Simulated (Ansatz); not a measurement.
Ga2AsN (space group R-3m, No. 166). Coordinates: the input geometry of an electronic-structure calculation (not necessarily at equilibrium); the starting structure was generated, so it need not be a known form of this composition.

```yaml
crystal:
  lattice:
    - [3.29309, 0.00000, 0.00000]
    - [-1.64654, 2.85190, 0.00000]
    - [0.00000, 0.00000, 17.86268]
  atoms:
    - { symbol: N, position: [0.00000, 0.00000, 0.00000] }
    - { symbol: As, position: [0.66667, 0.33333, 0.83333] }
    - { symbol: Ga, position: [0.33333, 0.66667, 0.93399] }
    - { symbol: Ga, position: [0.00000, 0.00000, 0.73268] }
    - { symbol: N, position: [0.66667, 0.33333, 0.33333] }
    - { symbol: As, position: [0.33333, 0.66667, 0.16667] }
    - { symbol: Ga, position: [0.00000, 0.00000, 0.26732] }
    - { symbol: Ga, position: [0.66667, 0.33333, 0.06601] }
    - { symbol: N, position: [0.33333, 0.66667, 0.66667] }
    - { symbol: As, position: [0.00000, 0.00000, 0.50000] }
    - { symbol: Ga, position: [0.66667, 0.33333, 0.60066] }
    - { symbol: Ga, position: [0.33333, 0.66667, 0.39934] }
```

Bonds are taken as As–Ga below 2.9 Å and Ga–N below 2.5 Å; no other contact counts. Simplification: prune 0- and 1-connected atoms, fold 2-connected ones into links.

What net does this leave?

The result is a uninodal 6-connected, three-periodic net: N, As and Ga are 6-connected nodes. It is the pcu net, known from NaCl, ReO3 and the B-X framework of perovskite. It is a single net, without interpenetration.

```json
{"node": "N, As and Ga", "links": "6", "point symbol": "4^12.6^3", "coordination sequence": "6 18 38 66 102 146 198 258"}
```

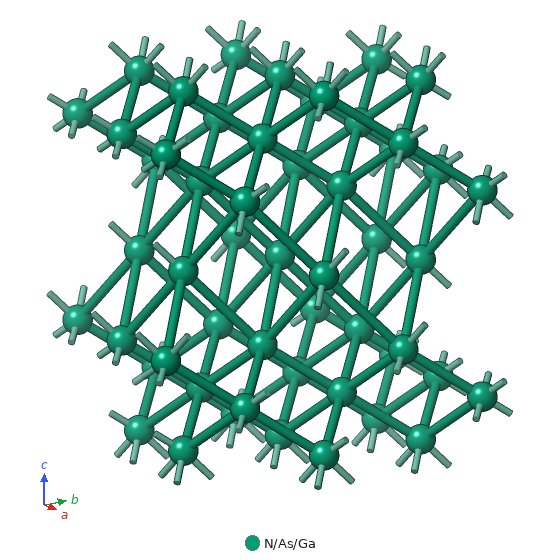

Nodes are coloured by topological kind. Short stubs are edges that leave the cut-out.
